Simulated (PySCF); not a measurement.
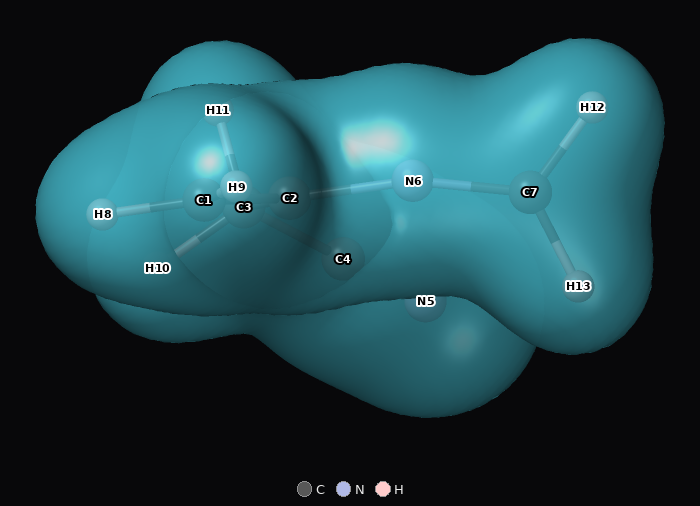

*C$_{5}$H$_{6}$N$_{2}$ (SMILES [CH2][C+](CC#N)N=C) (charge +1, doublet). Isosurface of the electron density at 0.1 e/Å³ (cyan), seen from one side.*

Geometry: GFN2-xTB.

Theory: UKS B3LYP, pcH-1 on C H N, non-relativistic, mean-field spin-orbit, GIAO (PySCF 2.14.0, density-fitted response routines).

```yaml
atoms:
  - { symbol: C, position_ang: [0.5307, 1.0184, -1.5823] }
  - { symbol: C, position_ang: [0.0954, 0.2357, -0.5374] }
  - { symbol: C, position_ang: [-1.3713, -0.0618, -0.3302] }
  - { symbol: C, position_ang: [-1.6533, -0.3627, 1.0567] }
  - { symbol: N, position_ang: [-1.8070, -0.5828, 2.1641] }
  - { symbol: N, position_ang: [0.9329, -0.3484, 0.2660] }
  - { symbol: C, position_ang: [1.6154, -0.6993, 1.2236] }
  - { symbol: H, position_ang: [-0.1735, 1.4969, -2.2410] }
  - { symbol: H, position_ang: [1.5802, 1.1683, -1.7736] }
  - { symbol: H, position_ang: [-1.9712, 0.7954, -0.6498] }
  - { symbol: H, position_ang: [-1.6664, -0.9250, -0.9393] }
  - { symbol: H, position_ang: [2.1350, -1.6569, 1.2139] }
  - { symbol: H, position_ang: [1.7486, -0.0773, 2.1116] }
```

What does this surface tell about the bonding?

Answer. At this value the surface is in one piece. It bridges the sampled C–N (1.14 Å), C–C (1.38 Å), C–H (1.08 Å) and C–N (1.23 Å) contacts, where the density stays above the isovalue. On the grid the lowest density along these lines, outside the cores, is 3.4 e/Å³ (C–N, 1.14 Å), 2.2 e/Å³ (C–C, 1.38 Å), 2 e/Å³ (C–H, 1.08 Å) and 2.6 e/Å³ (C–N, 1.23 Å).
